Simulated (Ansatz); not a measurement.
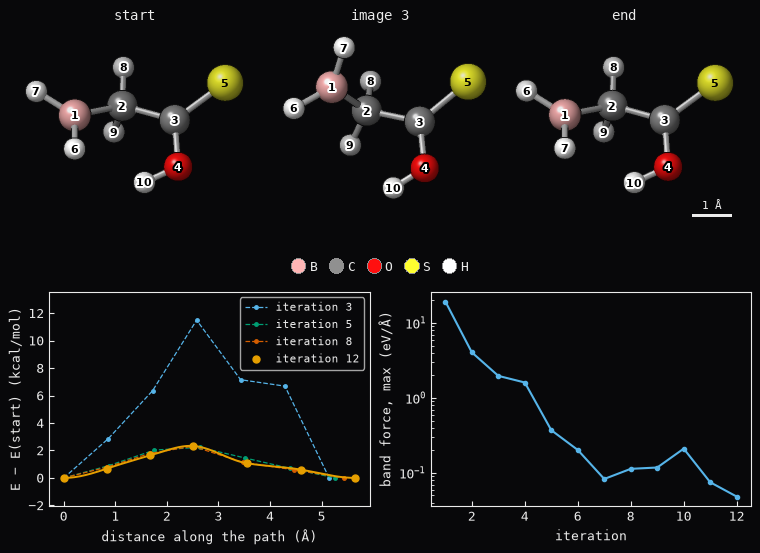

NEB run on C₂H₅BOS. Images are numbered from 0 (start) to 6 (end). The plot follows the band through its iterations. Style: ball-and-stick. Shown at a tilt.

Theory: RKS B3LYP/6-31G* (Ansatz). Run with 5 movable images; climbing image; force threshold 0.05 eV/Å; iteration limit 60; starting path through a guess of the saddle point.

Did the band converge, and can the barrier be trusted?

Answer. The result is final at these settings. The band converged in 12 iterations. The largest component of the band force went from 19 to 0.048 eV/Å. The climbing image converged on the top of the path. Its vibrational analysis gives one imaginary mode (176i cm⁻¹), as a transition state must have. The first iteration put the highest image at 104.97 kcal/mol. The barrier is about 2.33 kcal/mol in both directions, with image 3 at the top; the ends have the same energy.

The run took 97 s on 1 thread of AMD EPYC 9R45 96-Core Processor (Zen 5) (shared host), peak memory 0.21 GiB.
